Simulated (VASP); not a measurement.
Band structure of NaTc$_{2}$ (space group Fd-3m). These are PBE GGA, VASP's PBE PAW potentials (set 64) (plane waves; VASP) values and carry that method's errors.

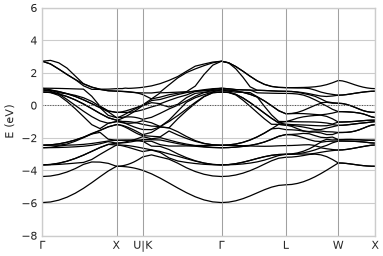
Bands along high-symmetry lines, zero at the valence-band maximum or, without a gap, the Fermi level

Q: Read the plot: is there a gap, and where are the band edges?

A: It has no gap at this level: it comes out as a metal or semimetal.

The structure was generated: NaTc2 was put into an ordered model structure, which need not be its known phase. The cell was not relaxed at this level.
